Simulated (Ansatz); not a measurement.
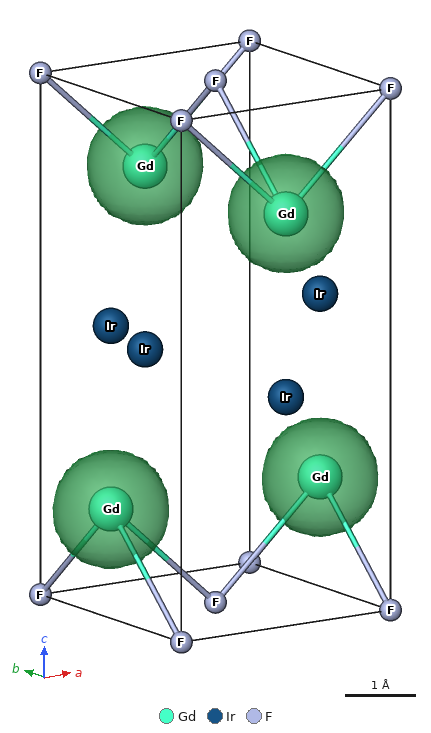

The picture shows: GdIrF. Isosurfaces of the spin density (up minus down) at +0.3 (green) and −0.3 e/Å³ (red), seen at an oblique angle. Sticks mark near contacts.

Space group P4/nmm; a structure generated by program, which may or may not match a known phase; spin-polarised.

Theory: Ansatz, DFT PBE, scalar-relativistic, plane waves, PAW.

Where is the spin, and how is it ordered?

The spin density sits on Gd: +6.8 μB (×2) in one cell of 6 atoms, with smaller moments on other sites: Ir (up to +0.11 μB): parallel moments (a ferromagnetic arrangement) in this solution. The cell of the calculation (6 atoms) carries 14.4 μB of net spin moment. Only one sign reaches the isovalue.
